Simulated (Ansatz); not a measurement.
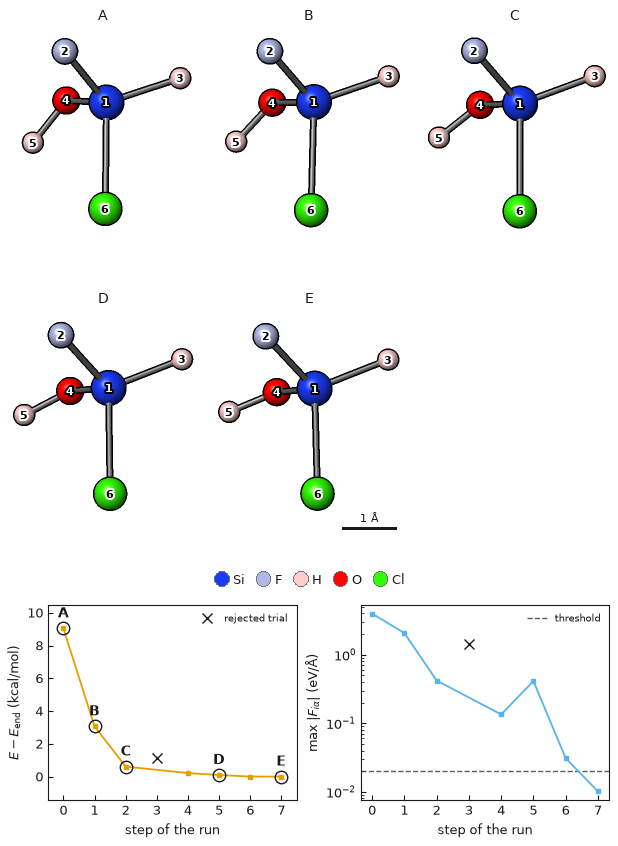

Frames of a relaxation of SiH₂OClF, marked on the history of the run. The picture is a ball-and-stick view, seen from a free direction.

The run prepares the start of a later molecular dynamics calculation, from a guessed geometry.

These are results of Ansatz 0.2.0, RKS PBE/6-31G, not measurements.

The input:
```yaml
crystal:
  periodic: [false, false, false]
  atoms:
    - { symbol: Si, position_ang: [0.0, 0.0, 0.0] }
    - { symbol: F, position_ang: [0.0, 0.0, 1.59] }
    - { symbol: H, position_ang: [1.3768, 0.0, -0.4862] }
    - { symbol: O, position_ang: [-0.7913, 1.3709, -0.5594] }
    - { symbol: H, position_ang: [-1.7491, 1.1401, -0.7818] }
    - { symbol: Cl, position_ang: [-1.0032, -1.7381, -0.7093] }
basis:
  gaussian: { orbitals: "6-31G" }
hamiltonian:
  xc: pbe
relax:
  f_tol: 0.02
  max_steps: 40
output:
  orbitals: {}
```

Command:
```bash
ansatz run input.yaml --threads 1 --pin off --max-ram 2048MiB --backend cpu --events-out ev --progress --plain --runs-dir out
```

What happens along the run?

Answer. The atom that moves furthest after the best rigid fit is H5 (0.35 Å). By element the largest moves are H 0.35 Å, Cl 0.22 Å, O 0.19 Å, F 0.11 Å, Si 0.07 Å. Near-neighbour distances that change, for instance: Si1–F2 1.590 → 1.702 Å, Si1–Cl6 2.128 → 2.177 Å, Si1–H3 1.460 → 1.492 Å, O4–H5 1.010 → 0.981 Å. Among the angles between lasting bonds that change: Si1–O4–H5 109.5° → 124.4°, F2–Si1–Cl6 109.5° → 105.5°, H3–Si1–O4 109.5° → 106.9°. Groups turn about Si1–O4 by about 35°. Over 6 accepted moves (7 points after the start) the energy falls by 9.04 kcal/mol. The largest force component goes from 4 to 0.01 eV/Å. The line search rejected the trial step at point 3 of the run. Cost: 18 s on 1 thread of Arm Neoverse V1, with other jobs on the host, peak memory 0.14 GiB. From step 0 to 1: H5 moves most (0.07 Å), energy −5.98 kcal/mol. From step 1 to 2: H5 moves most (0.12 Å), energy −2.45 kcal/mol. From step 2 to 5: H5 moves most (0.12 Å), energy −0.51 kcal/mol. From step 5 to 7: H5 moves most (0.06 Å), energy −0.10 kcal/mol.

```tsv
step	E − E(0), kcal/mol	largest force component, eV/Å	note
0	0.00	3.9782	
1	-5.98	2.0739	
2	-8.43	0.4205	
3	-7.93	1.4369	rejected
4	-8.82	0.1346	
5	-8.94	0.4127	
6	-9.04	0.0309	
7	-9.04	0.0101
```

Limits of the set-up: the basis has no polarisation functions, which atoms past neon need.
